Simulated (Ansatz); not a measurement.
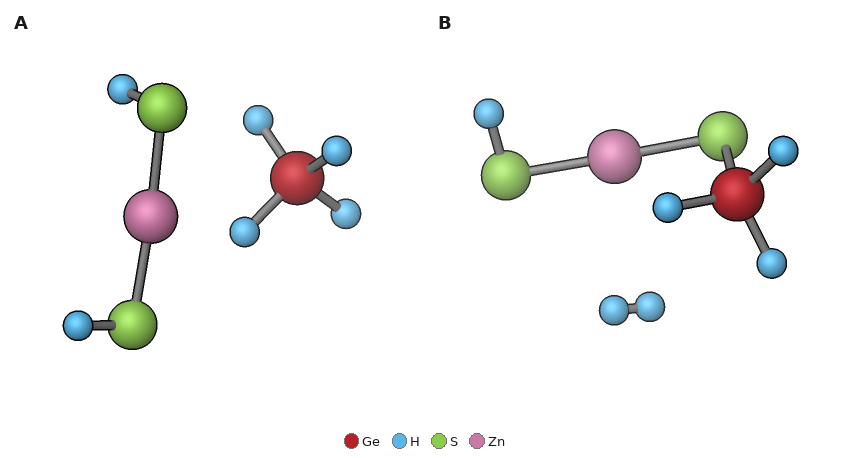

2 stationary structures of one formula. Geometries: PBE0-D4/def2-TZVP. Electronic energies: CCSD(T)/CBS estimate with 3s3p of Cu, Zn: MP2 correlation extrapolated from def2-TZVPP and def2-QZVPP, CCSD(T) minus MP2 from the smaller set (Ansatz 0.2.0), without zero-point energy. Each is one conformer, not always the lowest.

**Which is lowest in energy, and by how much?**

B is lowest (a minimum); A lies 24.1 kJ/mol above it (a minimum).

Give E(B) − E(A) in kJ/mol at these levels too: SPW92 (LDA)/def2-SVP; ωB97M-V/def2-SVP; BHLYP-D4/def2-TZVPP; PBE-QIDH (frozen core with 3s3p of Cu, Zn)/def2-TZVPP; B97M-V/def2-TZVPP; r2SCAN-D4/def2-TZVPP; CCSD(T)/CBS estimate with 3s3p of Cu, Zn: MP2 correlation extrapolated from def2-TZVPP and def2-QZVPP, CCSD(T) minus MP2 from the smaller set; RHF-MP2 (frozen core) with 3s3p of Cu, Zn/def2-QZVPP.

```json
{"level": "SPW92 (LDA)/def2-SVP", "E(B) − E(A) (kJ/mol)": "−4.8"}
{"level": "ωB97M-V/def2-SVP", "E(B) − E(A) (kJ/mol)": "−8.3"}
{"level": "BHLYP-D4/def2-TZVPP", "E(B) − E(A) (kJ/mol)": "−17.9"}
{"level": "PBE-QIDH (frozen core with 3s3p of Cu, Zn)/def2-TZVPP", "E(B) − E(A) (kJ/mol)": "−24.1"}
{"level": "B97M-V/def2-TZVPP", "E(B) − E(A) (kJ/mol)": "−14.8"}
{"level": "r2SCAN-D4/def2-TZVPP", "E(B) − E(A) (kJ/mol)": "−22.9"}
{"level": "CCSD(T)/CBS estimate with 3s3p of Cu, Zn: MP2 correlation extrapolated from def2-TZVPP and def2-QZVPP, CCSD(T) minus MP2 from the smaller set", "E(B) − E(A) (kJ/mol)": "−24.1"}
{"level": "RHF-MP2 (frozen core) with 3s3p of Cu, Zn/def2-QZVPP", "E(B) − E(A) (kJ/mol)": "−32.0"}
```
